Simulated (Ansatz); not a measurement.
# CH3AlBNO: what the fields show

```yaml
atoms:
  - { symbol: N, position_ang: [-0.5111, 1.8847, -0.1290] }
  - { symbol: C, position_ang: [-0.1937, 0.6640, -0.0417] }
  - { symbol: B, position_ang: [1.1626, -0.0702, -0.4986] }
  - { symbol: O, position_ang: [1.0120, -1.3862, -0.1891] }
  - { symbol: Al, position_ang: [-0.6079, -1.2104, 0.4868] }
  - { symbol: H, position_ang: [-1.4442, 2.0756, 0.2436] }
  - { symbol: H, position_ang: [2.1434, 0.3846, -1.0117] }
  - { symbol: H, position_ang: [-1.4689, -2.3991, 1.0839] }
```

Geometry: PBE0-D4/def2-TZVP.

Level of theory: RKS PBE0-D4/def2-TZVPP (Ansatz 0.2.0).

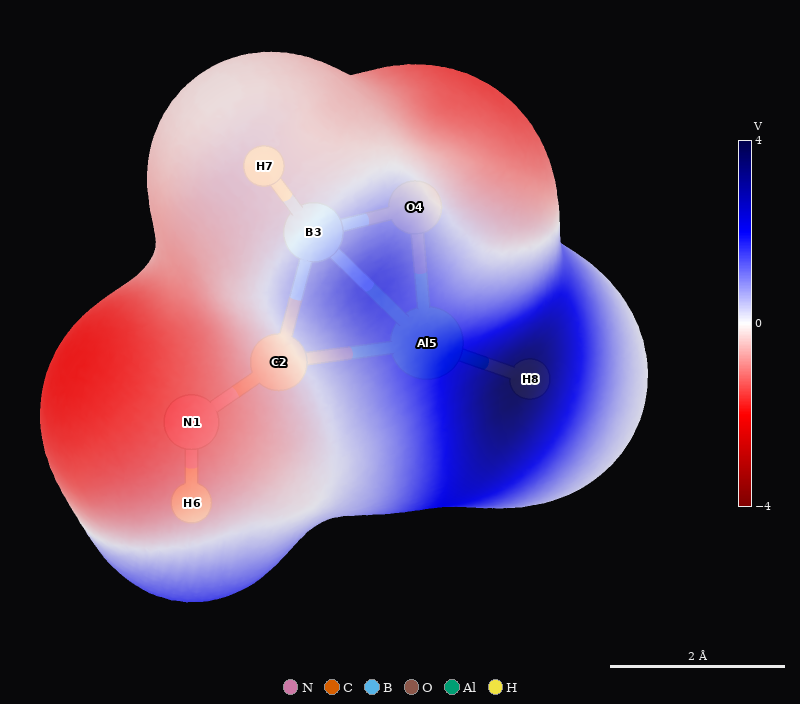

Figure 1. The electrostatic potential painted on the density surface at 0.002 e/bohr³, seen at a tilt; the colour scale runs from red (negative) to blue (positive).

Which sites attract a positive test charge, and which a negative one?

Answer. A positive charge is drawn to the negative regions and a negative charge to the positive ones. The most negative region (about −1.8 V, or −42 kcal/mol for a unit charge) lies over N1, the most positive (about +3.7 V, or +85 kcal/mol for a unit charge) over Al5. N1 is the likeliest acceptor of a hydrogen bond.

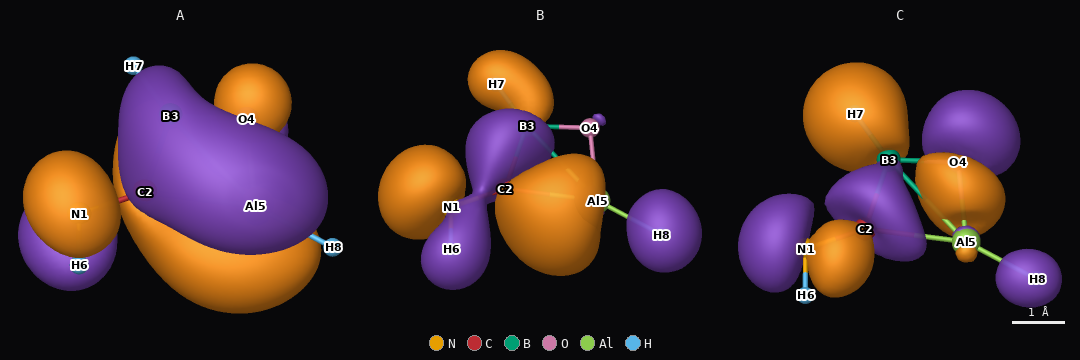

Figure 2. Three frontier orbitals at ±0.08 Å⁻³ᐟ² (orange and purple are the two phases), in no order.

Order the three orbitals by energy and name them.

Answer. C is the HOMO−1 (−8.94 eV). By Hirshfeld shares it lies mainly on O4 (about 40 %), N1 (about 15 %), B3 (about 15 %), H7 (about 10 %) and C2 (about 10 %); it is symmetric in the molecular plane (an in-plane orbital: σ, lone-pair or in-plane π type). B is the HOMO (−6.22 eV). Its weight (Hirshfeld) is mainly on N1 (about 30 %), C2 (about 25 %), Al5 (about 20 %) and B3 (about 10 %); it is symmetric in the molecular plane (an in-plane orbital: σ, lone-pair or in-plane π type). A is the LUMO (−2.20 eV). By Hirshfeld shares it lies mainly on Al5 (about 35 %), N1 (about 20 %), C2 (about 20 %), B3 (about 10 %) and O4 (about 10 %); it changes sign across the molecular plane (π type); π-bonding across C2–B3, C2–Al5 and B3–Al5; π-antibonding (a node) across N1–C2, B3–O4 and O4–Al5.

What is the HOMO–LUMO gap?

Answer. 4.02 eV between the orbital energies.

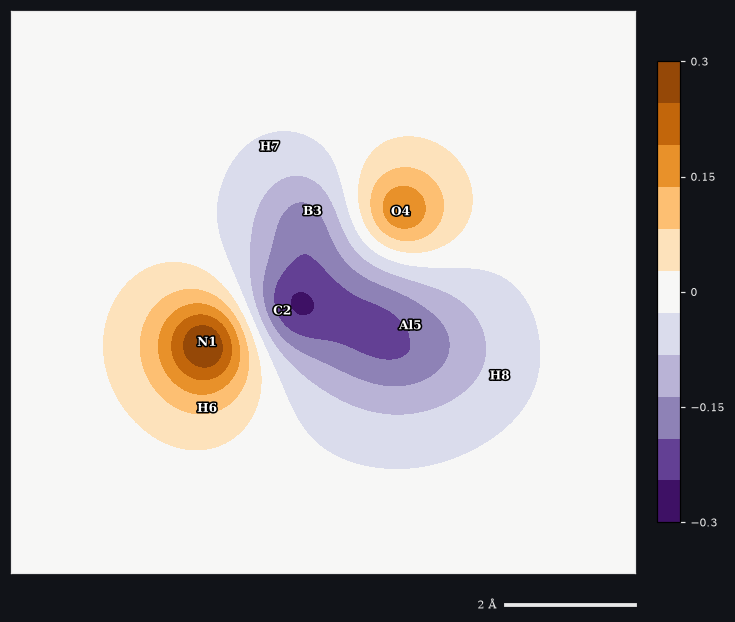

Figure 3. The LUMO on a plane 0.8 Å above the molecular plane (values in Å⁻³ᐟ²; the overall sign is arbitrary).

What is the character of this orbital?

Answer. By Hirshfeld shares it lies mainly on Al5 (about 35 %), N1 (about 20 %), C2 (about 20 %), B3 (about 10 %) and O4 (about 10 %); it changes sign across the molecular plane (π type); π-bonding across C2–B3, C2–Al5 and B3–Al5; π-antibonding (a node) across N1–C2, B3–O4 and O4–Al5. Its energy is −2.20 eV.
